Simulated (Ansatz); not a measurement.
GeH₃N···H₂

Input

```
crystal:
  periodic: [false, false, false]
  atoms:
    - {symbol: Ge, position_ang: [0.351085, -1.052913, 0.522198]}
    - {symbol: H, position_ang: [-1.615796, 1.070838, 1.378516]}
    - {symbol: N, position_ang: [0.732008, -0.386782, -1.123860]}
    - {symbol: H, position_ang: [-2.130126, 0.547724, 1.230579]}
    - {symbol: H, position_ang: [0.999366, 0.205775, 1.270975]}
    - {symbol: H, position_ang: [1.184403, 0.493043, -1.311930]}
    - {symbol: H, position_ang: [0.479061, -0.877585, -1.966378]}
basis:
  gaussian: {orbitals: def2-TZVPP}
hamiltonian: {xc: pbe0, dispersion: d4}
output: {orbitals: {seedname: orbitals}}
```

Command:

```sh
ansatz run in.yaml --threads 2 --pin off --events-out ev --progress --plain --max-ram 4352MiB
```

The product side of a reaction path; geometry: PBE0-D4/def2-TZVP.

Computed with Ansatz, RKS PBE0-D4/def2-TZVPP.

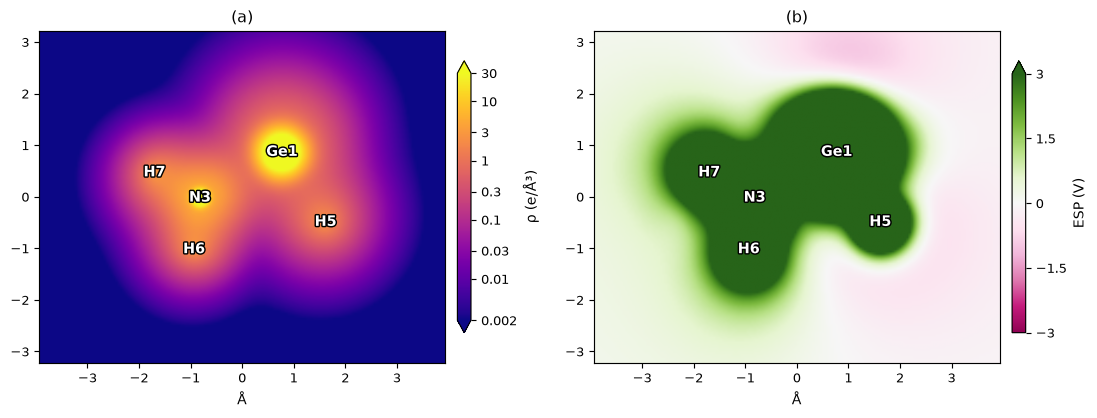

Figure 1. (a) electron density; (b) electrostatic potential on the plane of atoms N3, Ge1 and H5.

> What do the fields say about this system?

Atoms in the plane: Ge, N and H. Ge–N (1.82 Å): ρ at the midpoint is about 0.97 e/Å³. N–H (1.01 Å): ρ is about 2.9 e/Å³ halfway. Ge–H (1.60 Å): ρ is about 0.92 e/Å³ halfway. Outside the dense part of the complex the potential is most negative (−0.9 V) near Ge1.

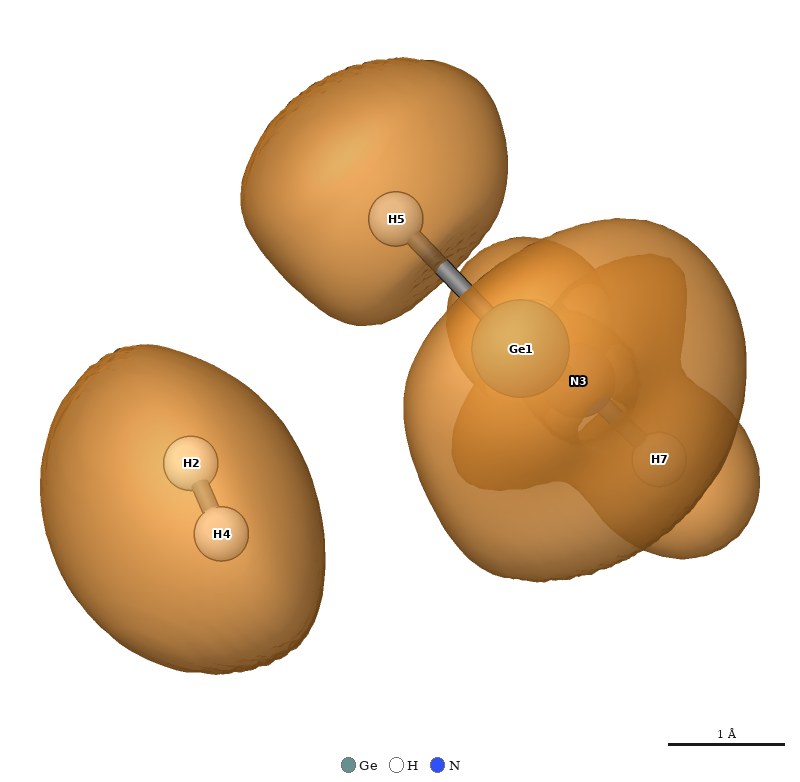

Figure 2. Isosurface of the ELF at 0.75 (orange), seen at a tilt. Core shells and regions of very low density are left out.

> Identify the bonds, lone pairs and shells in this picture.

The surface consists of two regions around hydrogen nuclei, one lobe on Ge, pointing away from the bonds (lone pairs) and one joined region spread over several atoms (H, N), in which their bonds and any lone pairs are merged.


Ge1···H2 (3.02 Å): the ELF dips to about 0 between them (a non-bonded, intermolecular contact). Ge–N (1.82 Å): the ELF peaks at about 0.90 in the valence shell of N, 0.6 Å from its nucleus, and is about 0.40 at the midpoint.

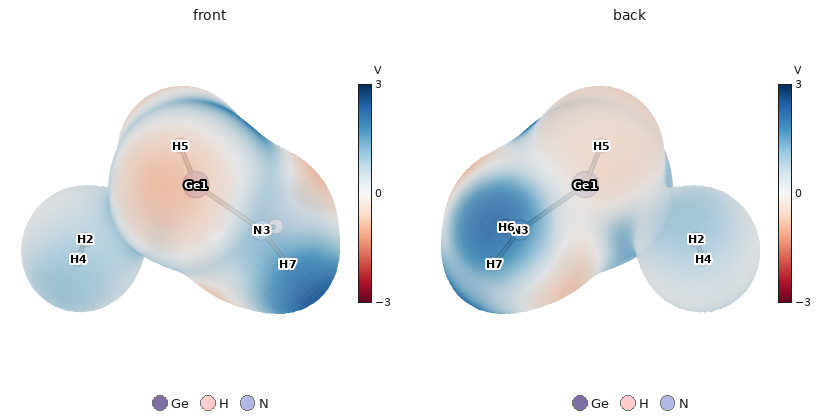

Figure 3. The molecular electrostatic potential painted on the density surface at 0.004 e/bohr³, seen from the front and from behind; the colour scale runs from red (negative) to blue (positive).

> Describe the electrostatic potential map.

The most negative region (about −0.9 V, or −21 kcal/mol for a unit charge) lies over Ge1, the most positive (about +2.5 V, or +58 kcal/mol for a unit charge) over H6 and H7.

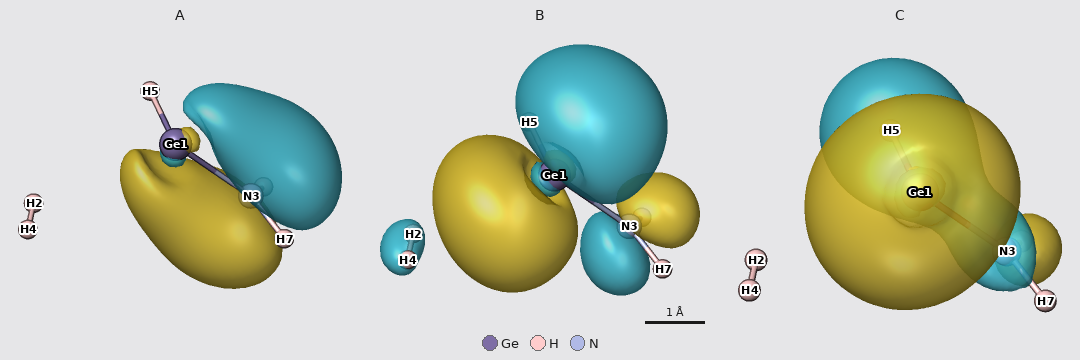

Figure 4. Three frontier orbitals at ±0.1 Å⁻³ᐟ² (yellow and cyan are the two phases), in no order.

> Which picture is the HOMO−1, the HOMO and the LUMO?

A is the HOMO−1 (−8.02 eV). By Hirshfeld shares it lies mainly on N3 (about 70 %) and Ge1 (about 20 %). C is the HOMO (−6.53 eV). It lies mainly on Ge1 (about 70 %) and H5 (about 20 %). B is the LUMO (−1.47 eV). Its weight (Hirshfeld) is mainly on Ge1 (about 75 %) and N3 (about 10 %).

> What is the HOMO–LUMO gap?

5.06 eV between the orbital energies.
